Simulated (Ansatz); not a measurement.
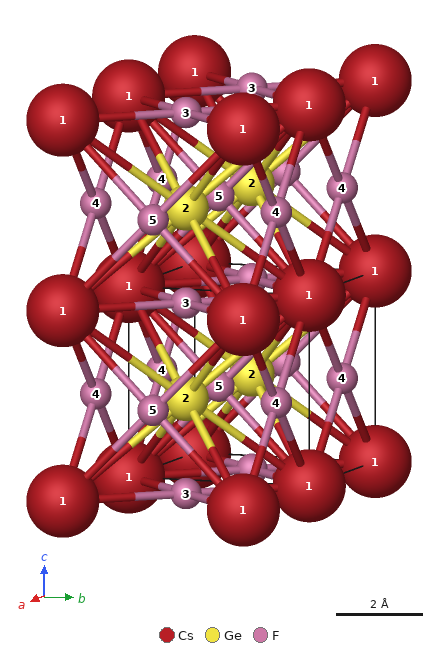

The starting point is solid CsGeF3 (built on the cubic perovskite type) at its r2SCAN-relaxed geometry. A ball-and-stick model of the cell of the calculation, repeated 2 × 1 × 2 with one cell outlined, seen slightly off an axis.

Method: Ansatz 0.2.0, DFT, PBE, plane waves, PAW. (plane-wave cutoff 420 eV; k-point mesh 6 × 6 × 6; occupations fermi dirac; smearing width 0.02 eV; no spin polarisation)

The variant: The cell is strained by +0.9 % along c and −1.0 % across it (volume −1.2 %). The atoms and the free axis were relaxed with r2SCAN under that strain, and this is a single point on that geometry.

Question: Predict the response.

Answer: Near-neighbour distances before and after: Cs–F 3.180 → 3.148 to 3.177 Å, Cs–Ge 3.894 → 3.879 Å. The space group (tolerance 0.01 Å) goes from Pm-3m (No. 221) to P4/mmm (No. 123). It costs 4.3 meV per atom. Pressure: 2.4 GPa before, 3.1 GPa after. The principal stresses (compression positive) are 2.4 GPa along c and 3.5 GPa across it. All forces vanish by symmetry.
